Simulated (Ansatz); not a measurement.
**AlGeH2 (quartet): trial inputs and their diagnosis**

4 inputs are run for AlGeH2 (quartet) as typed; the log has to tell whether the result can be used and what must change.

Computed with Ansatz 0.2.0, Gaussian basis. Level: the settings change from run to run.

23 further runs of the same task are left out: 2 for a known fault of the program, 9 that didn't finish, 12 set aside as unsound or not needed.

**1. What is computed**

The geometry is a PBE0/def2-TZVP stationary point (not a proven minimum). No spin-orbit coupling is included. The filled d shell of Ge may be among the frozen orbitals whatever the setting's name suggests; the logs give the count.

4 atoms, charge 0, spin multiplicity 4.

Atoms are counted from 1 here; the program's logs count them from 0.

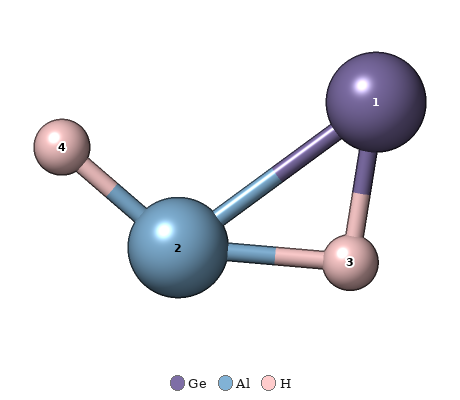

The structure; germanium purple, aluminium light blue, hydrogen pink; atoms are numbered from 1 in the order of the file.

**2. Input 1**

The input, in.yaml:

```yaml
crystal:
  periodic: [false, false, false]
  atoms:
    - {symbol: Ge, position_ang: [0.000000, -0.029427, 0.728639]}
    - {symbol: Al, position_ang: [0.000000, 0.088406, -1.859750]}
    - {symbol: H, position_ang: [0.000000, 1.225864, -0.440379]}
    - {symbol: H, position_ang: [0.000000, -1.471647, -2.287408]}
basis:
  gaussian: {orbitals: cc-pVDZ}
magnetization: {spin_polarized: false, initial_magnetization: 3}
correlation: {method: sc_nevpt2, electrons: valence, active_space: {window: {electrons: 5, orbitals: 5}, states: [{multiplicity: 4, weights: [1, 1]}], root: 5}}
```

Command:

```sh
$ ansatz run in.yaml --threads 1 --pin off --events-out ev --progress --plain --max-ram 2393MiB
```

What it wrote:

```text
Error: the active space averages no state 5, counted from zero
```

It took 0.03 s on 1 thread of Arm Neoverse V1, shared host.

What is wrong: The run was refused. The root asked for lies beyond the states averaged. Fix: average more states or name a lower root.

**3. Input 2**

The input, in.yaml:

```yaml
crystal:
  periodic: [false, false, false]
  atoms:
    - {symbol: Ge, position_ang: [0.000000, -0.029427, 0.728639]}
    - {symbol: Al, position_ang: [0.000000, 0.088406, -1.859750]}
    - {symbol: H, position_ang: [0.000000, 1.225864, -0.440379]}
    - {symbol: H, position_ang: [0.000000, -1.471647, -2.287408]}
basis:
  gaussian: {orbitals: cc-pVDZ}
magnetization: {spin_polarized: false, initial_magnetization: 3}
correlation: {active_space: {window: {electrons: 5, orbitals: 5}, states: [{multiplicity: 4, weights: [1, 1]}], root: 2}}
accuracy: high
scf: {omitted_lower_state_checks: [cluster_reference]}
```

Same command.

What it wrote:

```text
Error: the active space averages no state 2, counted from zero
```

Run time: 0.03 s. Hardware: 1 thread of Arm Neoverse V1, shared host.

Diagnosis: The run was refused. The root asked for lies beyond the states averaged. To mend it, average more states or name a lower root.

**4. Input 3**

The input, in.yaml:

```yaml
crystal:
  periodic: [false, false, false]
  atoms:
    - {symbol: Ge, position_ang: [0.300000, 0.088406, -1.859750]}
    - {symbol: Al, position_ang: [0.000000, 0.088406, -1.859750]}
    - {symbol: H, position_ang: [0.000000, 1.225864, -0.440379]}
    - {symbol: H, position_ang: [0.000000, -1.471647, -2.287408]}
basis:
  gaussian: {orbitals: cc-pVDZ}
magnetization: {spin_polarized: false, initial_magnetization: 3}
correlation: {method: ccsd, electrons: valence}
scf: {omitted_lower_state_checks: [cluster_reference]}
output: {forces: true}
```

Same command.

What it wrote, cut to the lines that bear on the results:

```text
Functional definition: HF
  name "HF"
  cite "Fock, Z. Phys. 61, 126 (1930) doi:10.1007/BF01340294"
  parent pbe
[...]
605 factors; integrals over basis functions are off by at most 9.3e-4 eV
[...]
a density is far from that of the atoms, so the factors are made again for it
710 factors; integrals over basis functions are off by at most 1.3e-4 eV
[...]
mean field -59199.75997457 eV, -2175.5510520271 hartree, gradient 2.7e-6 eV, S^2 3.750000; 2 other end points of the search recorded, 0 dependent functions left out
14 core orbitals not correlated, not the lowest: weight in the atoms' cores, before any rotation towards them, 0.577 or more for the frozen orbitals, at most 0.152 for the correlated occupied ones
reference -59199.75997457 eV, -2175.5510520271 hartree; 11, 8 occupied and 30, 33 virtual orbitals, 710 factors
second order -2.55879782 eV of doubles, -0.08156195 eV of singles
cycle   1  -2.84473325 eV  change   -2.0e-1 eV  update   5.1e-2
[...]
cycle  12  -2.97467700 eV  change   -2.5e-7 eV  update   9.9e-7
[...]
Total energy: -59202.73465157 eV, -2175.6603693905 hartree
Atom 0 at     0.300000     0.088406    -1.859750 Å, force 31710.462808    -1.379942    -0.030899 eV/Å
Atom 1 at     0.000000     0.088406    -1.859750 Å, force -31710.890870     4.941489    -0.291261 eV/Å
Atom 2 at     0.000000     1.225864    -0.440379 Å, force     0.094094    -0.784903     0.213520 eV/Å
Atom 3 at     0.000000    -1.471647    -2.287408 Å, force     0.333969    -2.776644     0.108640 eV/Å
Dipole moment:     0.454771     0.125442    -0.026240 e Å
Checks for a lower state left out: cluster_reference
```

Run time: 11 s. Hardware: 1 thread of Arm Neoverse V1, shared host.

What is wrong: The run converged, which proves nothing about the input. One atom lies on top of another. The shortest distance is 0.30 Å, against 1.62 Å in the geometry of step 1. Its energy belongs to another geometry. Cure: restore its position.

**5. Input 4**

The input, in.yaml:

```yaml
crystal:
  periodic: [false, false, false]
  atoms:
    - {symbol: Ge, position_ang: [0.000000, -0.029427, 0.728639]}
    - {symbol: Al, position_ang: [0.000000, 0.088406, -1.859750]}
    - {symbol: H, position_ang: [0.000000, 1.225864, -0.440379]}
    - {symbol: H, position_ang: [0.000000, -1.471647, -2.287408]}
basis:
  gaussian: {orbitals: cc-pVDZ}
magnetization: {spin_polarized: true, initial_magnetization: 7}
correlation: {method: ccsd, electrons: valence, diis_vectors: 12}
accuracy: high
output: {forces: true}
```

The command is unchanged.

What it wrote, cut to the lines that bear on the results:

```text
Functional definition: HF
  name "HF"
  cite "Fock, Z. Phys. 61, 126 (1930) doi:10.1007/BF01340294"
  parent pbe
[...]
1162 factors; integrals over basis functions are off by at most 4.4e-9 eV
[...]
mean field -63075.76178202 eV, -2317.9914912022 hartree, gradient 2.1e-8 eV, S^2 15.758666; 2 other end points of the search recorded, 0 dependent functions left out
determinant -63075.76178202 eV, -2317.9914912022 hartree, with singles and doubles -63078.65105713 eV, -2318.0976701041 hartree
determinant -63074.19284527 eV, -2317.9338338401 hartree, with singles and doubles -63077.21467725 eV, -2318.0448841173 hartree
determinant -63072.85964439 eV, -2317.8848396115 hartree, with singles and doubles -63076.00074438 eV, -2318.0002729072 hartree
14 core orbitals not correlated: weight in the atoms' cores, before any rotation towards them, 1.000 or more for the frozen orbitals, at most 0.000 for the correlated occupied ones
reference -63075.76178202 eV, -2317.9914912022 hartree; 13, 6 occupied and 28, 35 virtual orbitals, 1162 factors
second order -2.32462187 eV of doubles, -0.00000000 eV of singles
cycle   1  -2.88912419 eV  change    1.5e-4 eV  update   1.6e-3
[...]
cycle  18  -2.88953619 eV  change   7.6e-10 eV  update   1.5e-9
[...]
Total energy: -63078.65131821 eV, -2318.0976796985 hartree
Atom 0 at     0.000000    -0.029427     0.728639 Å, force     0.000000    -2.102375     2.054324 eV/Å
Atom 1 at     0.000000     0.088406    -1.859750 Å, force     0.000000     3.961063     0.516088 eV/Å
Atom 2 at     0.000000     1.225864    -0.440379 Å, force    -0.000000     2.336268    -1.519786 eV/Å
Atom 3 at     0.000000    -1.471647    -2.287408 Å, force    -0.000000    -4.194956    -1.050626 eV/Å
Dipole moment:    -0.000000    -0.313826    -0.279343 e Å
```

Wall time 21 s (1 thread of Arm Neoverse V1, shared host); peak memory 0.27 GiB.

What is wrong: The run converged, which proves nothing about the input. Far too many unpaired electrons are asked for. Its energy belongs to the state of multiplicity 8, not to the quartet that was meant. Cure: set initial_magnetization to that of the wanted state.

**6. How the runs ended**

| input | level | ended | cause | time |
| --- | --- | --- | --- | --- |
| 1 | NEVPT2(5,5)/cc-pVDZ | refused | the root asked for lies beyond the states averaged | 0.03 s |
| 2 | CASSCF(5,5)/cc-pVDZ | refused | the root asked for lies beyond the states averaged | 0.03 s |
| 3 | CCSD on ROHF/cc-pVDZ | converged | one atom lies on top of another | 11 s |
| 4 | CCSD on UHF/cc-pVDZ | converged | far too many unpaired electrons are asked for | 21 s |

2 refused, 2 converged. The input that converges on a wrong geometry or spin is the dangerous one: no error points at it, so geometry and ⟨S²⟩ have to be checked.
